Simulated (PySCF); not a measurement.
## NMR shielding calculation of C4H12S2Si

The run: NMR shielding calculation of C4H12S2Si (Me2Si(SMe)2). Method and program: GIAO PBE0/pcSseg-1 NMR shielding, non-relativistic, gas phase (PySCF 2.14.0).

The geometry comes from this level: PBE0-D3(BJ)/def2-SVP. Figures and captions count atoms from 1; the log counts them from 0 in places.

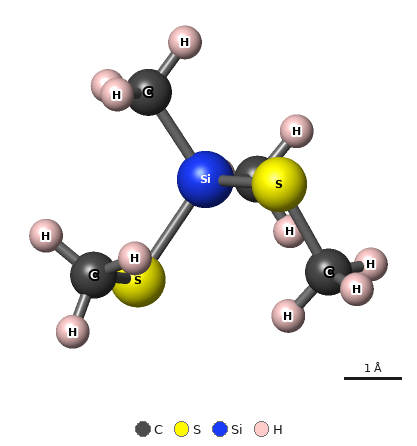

The input geometry (ball-and-stick view, seen at a tilt). Bond lengths as drawn: C–H 1.10 Å, C–S 1.82 Å, C–Si 1.87 Å and S–Si 2.15 Å.

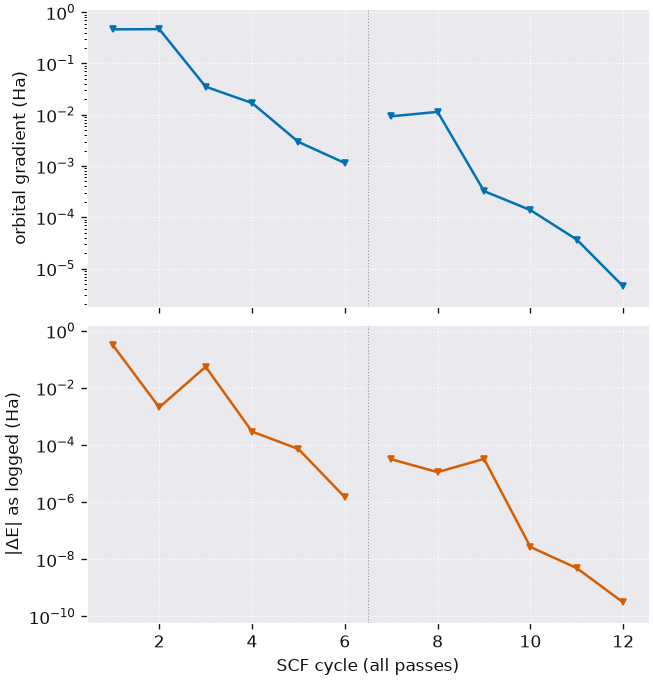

Convergence of the self-consistent field: orbital gradient and size of the energy change against the SCF cycle. The dotted line marks the change from a coarse to the final integration grid. The first 6 cycles use a coarse grid, the final grid takes over at cycle 7, and the field converges after 12 cycles in all.

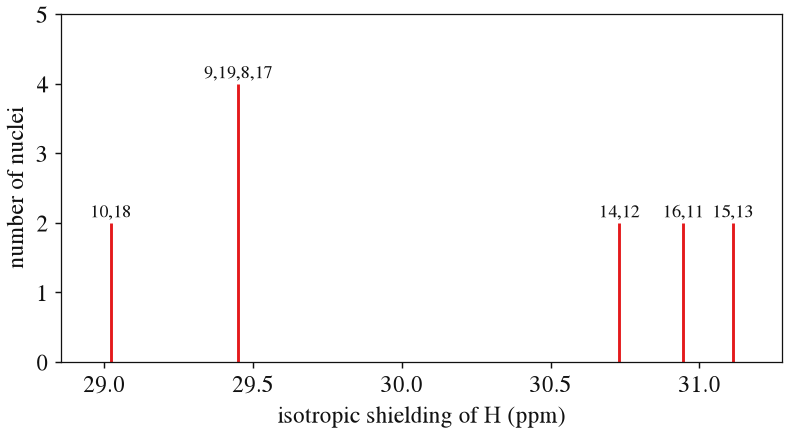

Isotropic shieldings of the hydrogen nuclei in this fixed geometry, labelled by atom number; shielding grows to the right, so chemical shift grows to the left. The least shielded is H10 (29.0 ppm), the most shielded H13 (31.1 ppm).

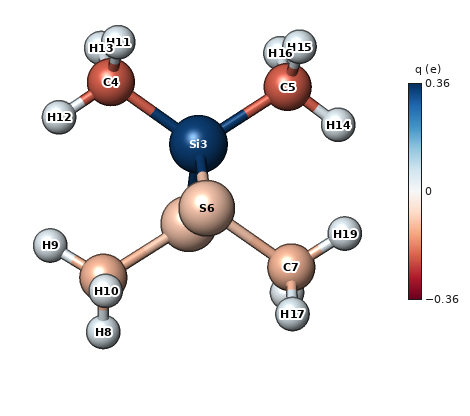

Hirshfeld charges, as the colour of each atom (ball-and-stick view, seen at a tilt; atoms are numbered from 1 in the order of the input). By element: C −0.21 to −0.12, S −0.10, Si +0.34 and H +0.03 to +0.05 e.

These pictures come from the run below.

## Input file
```
{"job": {"kind": "nmr", "xc": "PBE0", "basis": "pcSseg-1"}, "charge": 0, "multiplicity": 1}
C      1.779478     0.618601     1.835265
S      1.166911     1.396493     0.306462
Si     0.108311    -0.256652    -0.572715
C      1.210043    -1.734872    -0.889373
C     -0.637252     0.434828    -2.143441
S     -1.381589    -0.961000     0.808703
C     -2.334616     0.569984     1.062646
H      2.044264     1.426818     2.529771
H      2.672902     0.009140     1.640059
H      0.993199    -0.003615     2.287992
H      0.633353    -2.556483    -1.342408
H      1.655778    -2.106831     0.045447
H      2.025599    -1.457108    -1.574643
H     -1.269665     1.310085    -1.932428
H     -1.255924    -0.330528    -2.636829
H      0.155586     0.747806    -2.840934
H     -2.957035     0.422022     1.955013
H     -1.655396     1.418921     1.229477
H     -2.987756     0.778650     0.203813
```

The first line tells a small driver script what to run in PySCF; the rest is the geometry in Å.

## Output
```
coarse grid: 16656 points
cycle   1  E = -1244.8446347497  dE =  3.138e-01  |g| = 4.623e-01  |ddm| = 3.860e+00
cycle   2  E = -1244.8467195816  dE = -2.085e-03  |g| = 4.672e-01  |ddm| = 8.936e-01
cycle   3  E = -1244.9018075782  dE = -5.509e-02  |g| = 3.526e-02  |ddm| = 4.331e-01
cycle   4  E = -1244.9021042739  dE = -2.967e-04  |g| = 1.692e-02  |ddm| = 6.771e-02
cycle   5  E = -1244.9021768627  dE = -7.259e-05  |g| = 2.949e-03  |ddm| = 2.477e-02
cycle   6  E = -1244.9021783565  dE = -1.494e-06  |g| = 1.144e-03  |ddm| = 3.334e-03
final grid: 144720 points
cycle   7  E = -1244.9469445725  dE = -3.181e-05  |g| = 9.321e-03  |ddm| = 3.101e-02
cycle   8  E = -1244.9469332881  dE =  1.128e-05  |g| = 1.138e-02  |ddm| = 1.875e-02
cycle   9  E = -1244.9469660995  dE = -3.281e-05  |g| = 3.244e-04  |ddm| = 1.073e-02
cycle  10  E = -1244.9469661265  dE = -2.703e-08  |g| = 1.384e-04  |ddm| = 6.373e-04
cycle  11  E = -1244.9469661314  dE = -4.902e-09  |g| = 3.672e-05  |ddm| = 1.915e-04
cycle  12  E = -1244.9469661318  dE = -3.097e-10  |g| = 4.504e-06  |ddm| = 4.459e-05
converged SCF energy = -1244.9469661318

GIAO shielding tensors (ppm)
atom      isotropic    diamagn.    paramagn.     s11        s22        s33       span
  0 C      171.734     251.177     -79.443    160.760    163.913    190.529     29.768
  1 S      688.166    1060.425    -372.259    588.562    614.276    861.659    273.097
  2 Si     310.332     881.194    -570.862    259.539    333.812    337.646     78.107
  3 C      184.146     255.895     -71.749    172.300    185.100    195.038     22.738
  4 C      184.191     255.915     -71.723    172.295    184.991    195.287     22.992
  5 S      687.249    1060.380    -373.131    586.795    615.624    859.327    272.533
  6 C      171.652     251.164     -79.512    160.717    163.960    190.279     29.562
  7 H       29.471      28.996       0.475     23.612     26.086     38.716     15.104
  8 H       29.415      30.205      -0.790     23.652     26.910     37.684     14.032
  9 H       29.015      31.304      -2.289     22.559     30.259     34.228     11.669
 10 H       30.949      30.389       0.560     26.117     28.601     38.130     12.013
 11 H       30.735      31.751      -1.016     25.974     29.787     36.444     10.470
 12 H       31.115      30.416       0.699     26.734     27.973     38.640     11.906
 13 H       30.726      31.818      -1.091     26.005     29.749     36.424     10.420
 14 H       31.107      30.421       0.686     26.698     28.009     38.615     11.918
 15 H       30.941      30.424       0.517     26.149     28.549     38.125     11.976
 16 H       29.478      28.942       0.536     23.602     26.089     38.742     15.140
 17 H       29.029      31.307      -2.277     22.548     30.143     34.397     11.849
 18 H       29.439      30.323      -0.884     23.657     27.104     37.557     13.899
```

## Summary

```json
{"quantity": "outcome", "value": "converged"}
{"quantity": "total energy", "value": "−1244.946966 hartree"}
{"quantity": "HOMO", "value": "−6.76 eV"}
{"quantity": "LUMO", "value": "0.58 eV"}
{"quantity": "dipole moment", "value": "0.27 D"}
{"quantity": "isotropic shielding, C", "value": "171.7 to 184.2 ppm"}
{"quantity": "isotropic shielding, S", "value": "687.2 to 688.2 ppm"}
{"quantity": "isotropic shielding, Si", "value": "310.3 ppm"}
{"quantity": "isotropic shielding, H", "value": "29.0 to 31.1 ppm"}
{"quantity": "hardware", "value": "1 CPU thread, shared host"}
{"quantity": "wall time", "value": "33 s"}
{"quantity": "peak memory", "value": "1.1 GiB"}
```
